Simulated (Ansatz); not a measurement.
**BF₂H₂PSi (SMILES F/B=P/[SiH2]F): density, localisation and related maps**

```json
{"atom": "B", "x (Å)": "1.2096", "y (Å)": "1.7142", "z (Å)": "2.1304"}
{"atom": "F", "x (Å)": "0.3509", "y (Å)": "2.6656", "z (Å)": "2.0688"}
{"atom": "F", "x (Å)": "0.3919", "y (Å)": "-1.4982", "z (Å)": "0.8695"}
{"atom": "P", "x (Å)": "2.4280", "y (Å)": "0.5032", "z (Å)": "2.3217"}
{"atom": "Si", "x (Å)": "1.2867", "y (Å)": "-0.1840", "z (Å)": "0.5235"}
{"atom": "H", "x (Å)": "0.3434", "y (Å)": "0.8489", "z (Å)": "-0.0121"}
{"atom": "H", "x (Å)": "2.2436", "y (Å)": "-0.5773", "z (Å)": "-0.5445"}
```

Geometry: PBE0-D3(BJ)/def2-SVP.

All numbers below come from Ansatz 0.2.0, isolated molecule in a Gaussian basis; Kohn-Sham density functional theory, functional PBE0.

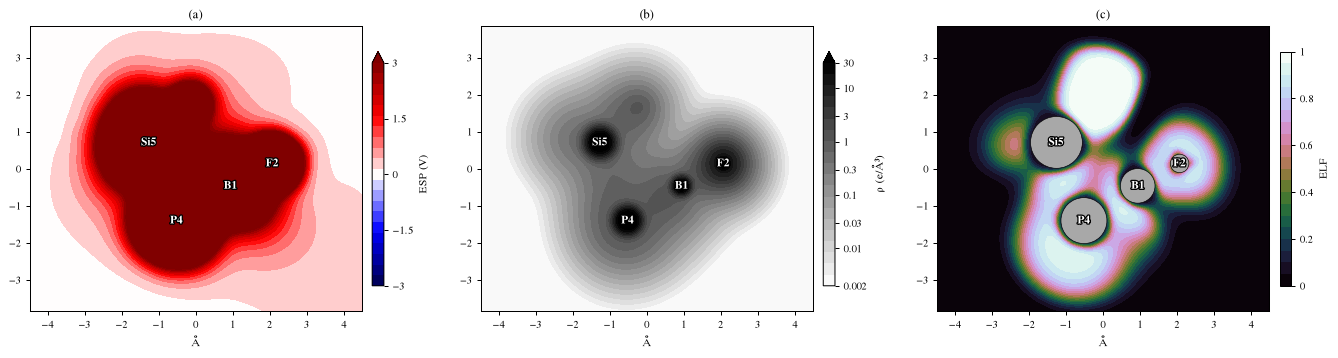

Figure 1. (a) electrostatic potential; (b) electron density; (c) ELF on the plane of atoms B1, P4 and Si5. Grey discs cover the atomic cores in the ELF map.

**Describe what can be read from this map.**

Atoms in the plane: B, F, P and Si.
B–F (1.28 Å): ρ at the midpoint is about 2.4 e/Å³; the ELF peaks at about 0.85 between the atoms, as expected for a short, strongly polar bond.
B–P (1.73 Å): ρ at the midpoint is about 1.1 e/Å³; the ELF peaks at about 0.85 between the atoms (localised, covalent bonding).
Si–P (2.24 Å): ρ is about 0.68 e/Å³ halfway; the ELF peaks at about 0.90 between the atoms, as expected for localised, covalent bonding.
The ELF also peaks beside P4 and F2, away from the bonds: lone-pair regions.
The potential has no marked negative region in this plane.

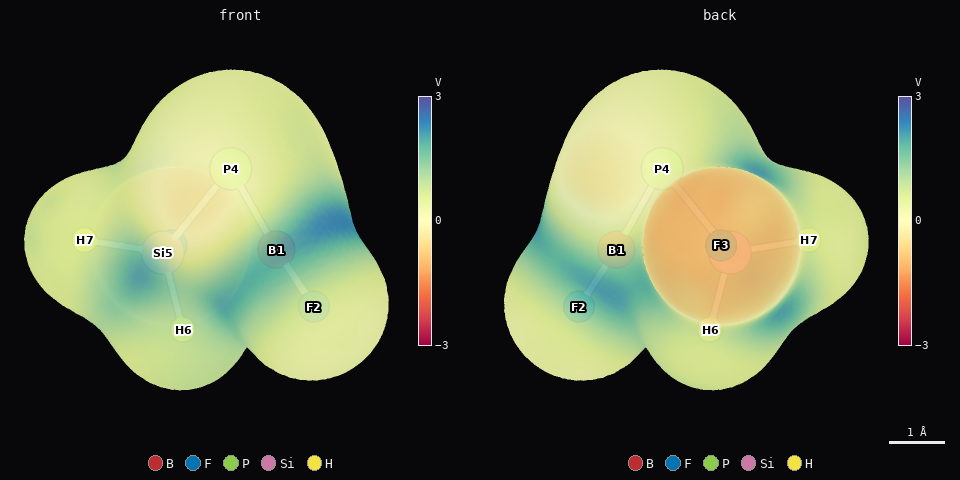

Figure 2. The molecular electrostatic potential painted on the density surface at 0.004 e/bohr³, seen from the front and from behind; red is negative and blue positive.

**Which sites attract a positive test charge, and which a negative one?**

A positive charge is drawn to the negative regions and a negative charge to the positive ones. The most negative region (about −1.0 V) lies over F3, the most positive (about +2.4 V) over B1.

**How polar is the molecule by this calculation?**

Its dipole moment is 1.62 D.

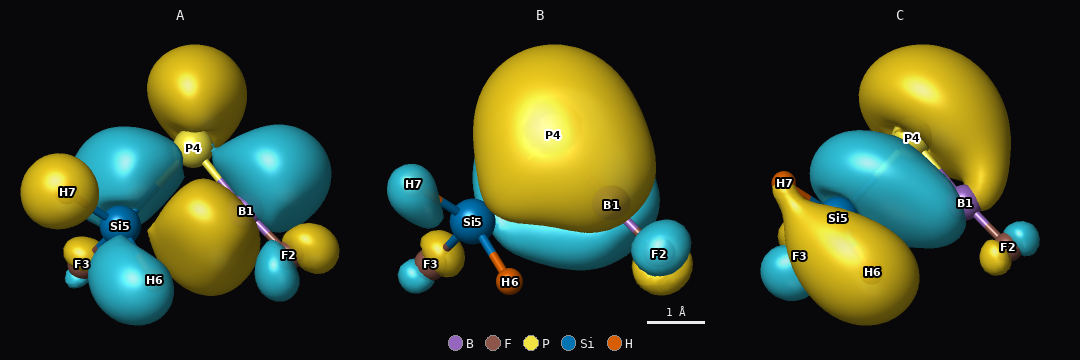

Figure 3. Three frontier orbitals at ±0.08 Å⁻³ᐟ² (yellow and cyan are the two phases), in no order.

**Order the three orbitals by energy and name them.**

C is the HOMO−1 (−8.83 eV). By Hirshfeld shares it lies mainly on P4 (about 50 %), Si5 (about 20 %), H6 (about 10 %) and B1 (about 10 %). B is the HOMO (−7.40 eV). Its weight (Hirshfeld) is mainly on P4 (about 60 %) and B1 (about 25 %). A is the LUMO (−1.53 eV). By Hirshfeld shares it lies mainly on B1 (about 35 %), P4 (about 30 %), Si5 (about 20 %) and F2 (about 10 %); π-antibonding (π*) across B1–P4.

**What is the HOMO–LUMO gap?**

5.87 eV between the orbital energies.
